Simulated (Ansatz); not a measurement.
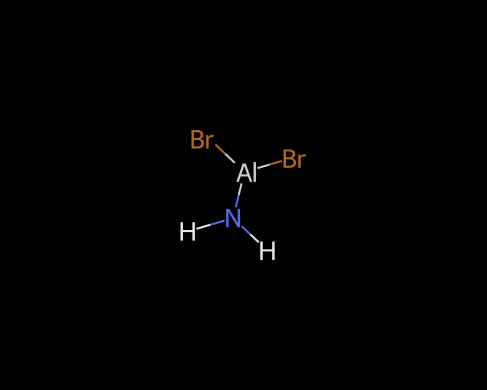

Skeletal drawing of a molecule.

> Write the SMILES.

[NH2][Al]([Br])[Br]

> Give the formula, hydrogens included.

AlBr2H2N.

> An optimisation with PBE0-D4/def2-TZVP gave a structure of which point group?

C2v.

The parts below concern this one geometry. Atoms keep their numbers from picture to picture. The computed structure is the end point of a PBE0-D4/def2-TZVP optimisation.

### Electronic properties

Level of theory: RKS PBE-D4/def2-TZVPP (Ansatz 0.2.0).

> Estimate the dipole moment.

2.22 D.

> What is the LUMO energy (Kohn–Sham orbital)?

−1.64 eV.

> What is the HOMO energy (Kohn–Sham orbital)?

−6.59 eV.

### Thermal motion

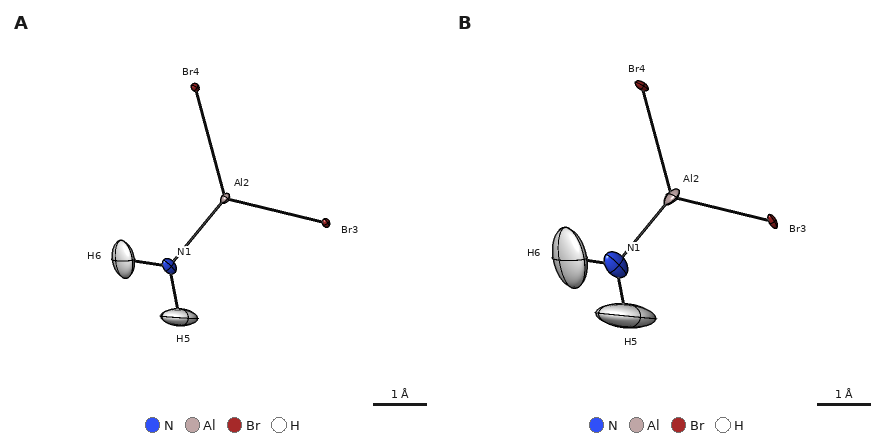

Displacement ellipsoids at the 50 % level, from the internal vibrations of the free molecule (harmonic, no overall translation or rotation; no half-axis is drawn under 0.075 Å). Vibrations computed with RKS PBE0-D4/def2-TZVP (Ansatz 0.2.0). One panel is for 298 K, the other for 900 K.

> Which panel is for 900 K?

B.

> How much does the mean-square displacement of N1 grow, and why?

U_eq goes from 0.0072 to 0.0203 Å², a factor of 2.8. Modes below kT (626 cm⁻¹ at 900 K) grow about in proportion to T, and the lowest lies at 100 cm⁻¹; the mean-square amplitude of a mode is its zero-point value times coth(ħω/2kT), which comes close to 1 only above about 3kT.

### Charges

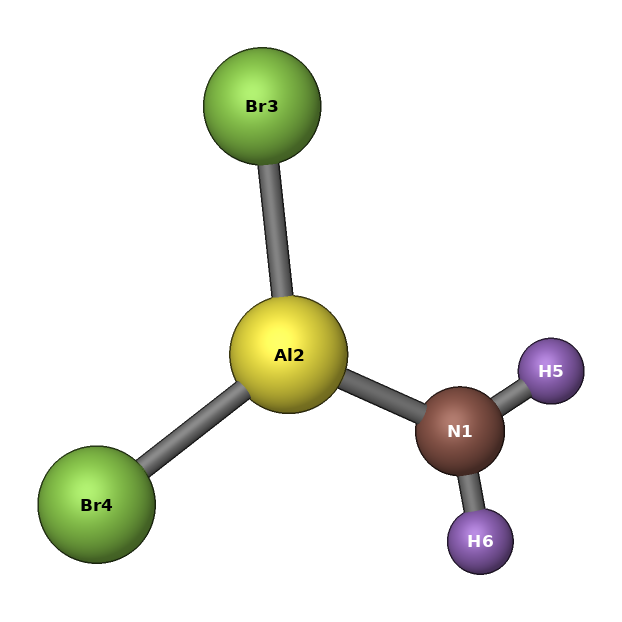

The questions are on Mulliken charges. Method: RKS PBE0-D4/def2-TZVP (Ansatz 0.2.0).

> Which atom carries the highest charge (most positive or least negative)?

Al2 (0.59 e).

> And the lowest?

N1 (−0.61 e).

Give the Mulliken charges atom by atom.

```csv
atom,value (e)
N1,−0.61
Al2,0.59
Br3,−0.23
Br4,−0.23
H5,0.25
H6,0.25
```

Mulliken values depend strongly on the basis set and can even reverse the polarity of a bond.
